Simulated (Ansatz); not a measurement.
## Pressure series in Sr3Ru2O7

The reference is Sr₃Ru₂O₇ (space group I4/mmm, No. 139; a = 3.844 Å, c = 20.663 Å).

Cell and atoms are relaxed at each pressure.

All numbers come from DFT with PBEsol, PAW potentials and a 420 eV plane-wave cutoff in Ansatz (a first-principles code), no spin-orbit coupling.

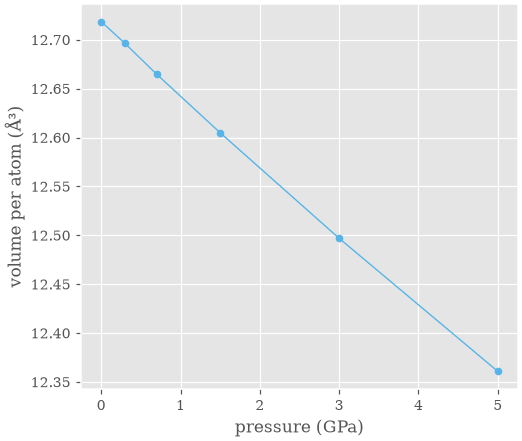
*Volume per atom against pressure*

Q: From the plot, what is the volume per atom for pressure 0.3 GPa?

A: About 12.70 Å³.

Q: Is the trend monotonic over the range shown?

A: Yes, it falls throughout, spanning 12.36 Å³ to 12.72 Å³.

Load acts through the strain it causes; cell and atoms are relaxed under it. Stability against distortions was not tested. Competing high-pressure phases were not computed. No Hubbard U is applied, and correlation can decide whether such a compound is a metal. All final runs are without spin polarisation.
